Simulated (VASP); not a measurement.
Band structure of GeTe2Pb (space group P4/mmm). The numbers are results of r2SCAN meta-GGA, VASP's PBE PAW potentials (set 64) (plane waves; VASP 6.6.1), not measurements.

Unless said otherwise, spin-orbit coupling is left out, though it shifts the bands of the heavy elements here.

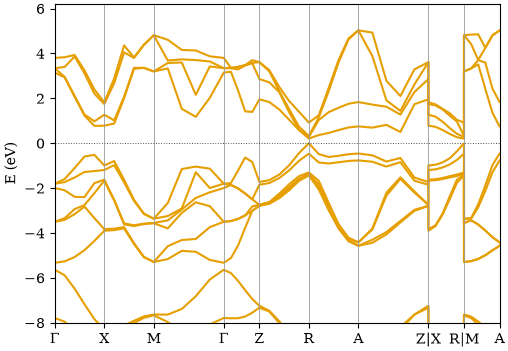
Figure: Bands along high-symmetry lines, zero at the valence-band maximum or, without a gap, the Fermi level

Question: Read the plot: is there a gap, and where are the band edges?

Answer: The gap is direct, 0.21 eV, from the valence maximum at R to the conduction minimum at R.

The structure comes from a computed database's GeTe2Pb entry (P4/mmm); how it stands against other phases isn't given here. It was relaxed first.
